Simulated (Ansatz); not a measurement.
ClH$_{2}$NO$_{2}$W (SMILES [NH2][W](=[O])(=[O])[Cl])

Input file:

```
crystal:
  periodic: [false, false, false]
  atoms:
    - {symbol: Cl, position_ang: [-2.240120, 1.968776, -2.043902]}
    - {symbol: "N", position_ang: [-1.275592, -0.871892, -0.238073]}
    - {symbol: O, position_ang: [-0.202805, -0.459536, -2.931967]}
    - {symbol: O, position_ang: [0.729096, 1.167662, -0.869994]}
    - {symbol: W, position_ang: [-0.640954, 0.406444, -1.533712]}
    - {symbol: H, position_ang: [-1.648138, -1.786939, -0.481151]}
    - {symbol: H, position_ang: [-1.087264, -0.807687, 0.759725]}
basis:
  gaussian:
    orbitals: def2-TZVPD
output:
  forces: true
  orbitals: {seedname: orbitals}
hamiltonian:
  xc: {name: PBE0}
```

Command:

```sh
ansatz run input.yaml --threads 2 --pin off --max-ram 5220MiB --events-out events.jsonl --progress --plain --runs-dir runs
```

Geometry: PBE0-D4/def2-SVP; core potentials replace the inner electrons of W.

Computed with isolated molecule in a Gaussian basis; Kohn-Sham density functional theory, functional PBE0 in Ansatz 0.2.0.

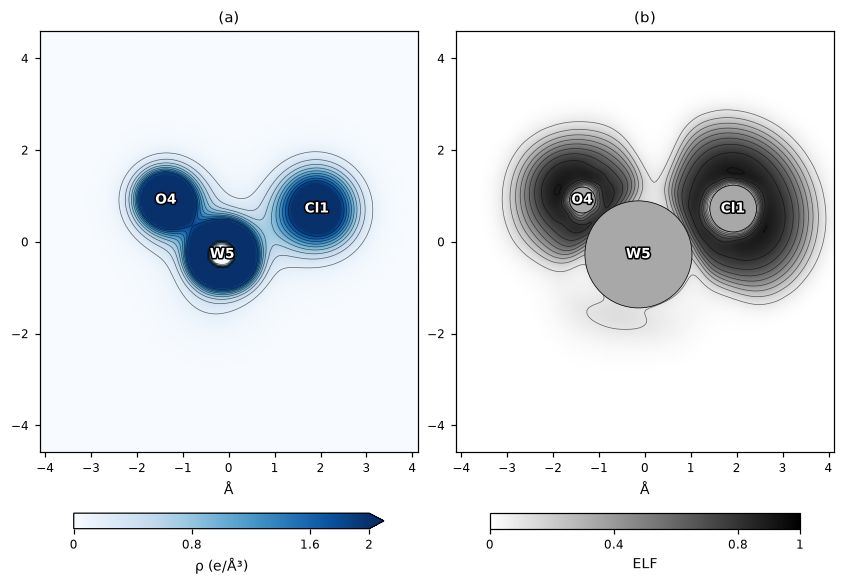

Figure 1. (a) electron density; (b) electron localisation function on the plane of atoms Cl1, W5 and O4. Grey discs cover the atomic cores in the ELF map.

What do the fields say about this system?

The section cuts through Cl, O and W sites. W–O (1.70 Å): ρ is about 1.9 e/Å³ halfway; the ELF peaks at about 0.80 in the valence shell of O, 0.5 Å from its nucleus, and drops to about 0.40 between the two atoms. W–Cl (2.29 Å): ρ is about 0.72 e/Å³ halfway; the ELF peaks at about 0.80 in the valence shell of Cl, 0.8 Å from its nucleus, and is about 0.45 at the midpoint.

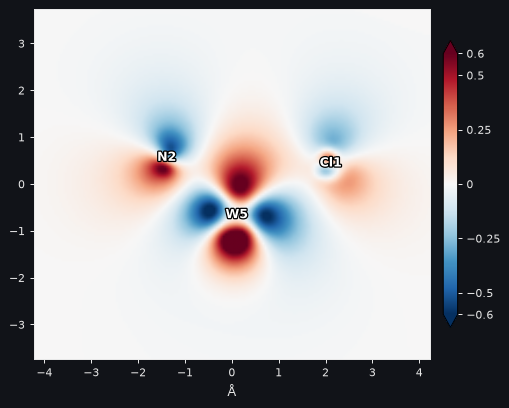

Figure 2. The LUMO on the plane of atoms Cl1, W5 and N2 (values in Å⁻³ᐟ²; the overall sign is arbitrary).

What is the character of this orbital?

By Hirshfeld shares it lies mainly on W5 (about 55 %), N2 (about 15 %), Cl1 (about 15 %), O3 (about 5 %) and O4 (about 5 %). Its energy is −2.11 eV.

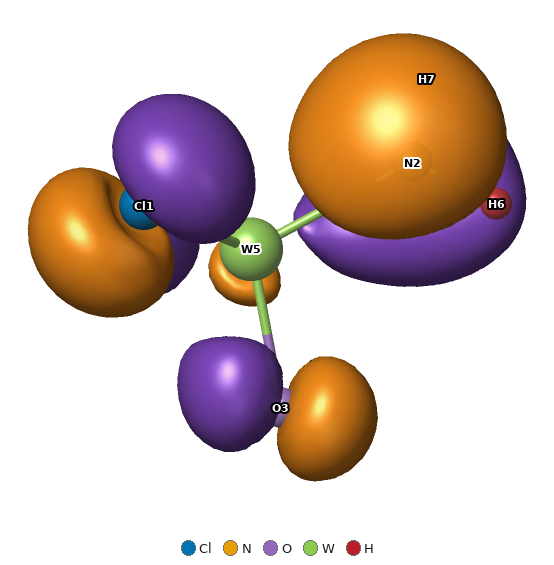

Figure 3. One frontier orbital at ±0.1 Å⁻³ᐟ² (orange and purple are the two phases), seen at an oblique angle.

Which orbital is it: HOMO or LUMO?

The HOMO, at −8.97 eV. By Hirshfeld shares it lies mainly on N2 (about 50 %), Cl1 (about 15 %), W5 (about 10 %), O3 (about 10 %) and O4 (about 10 %); largely a combination of lone pairs on N2, Cl1, O3 and O4.
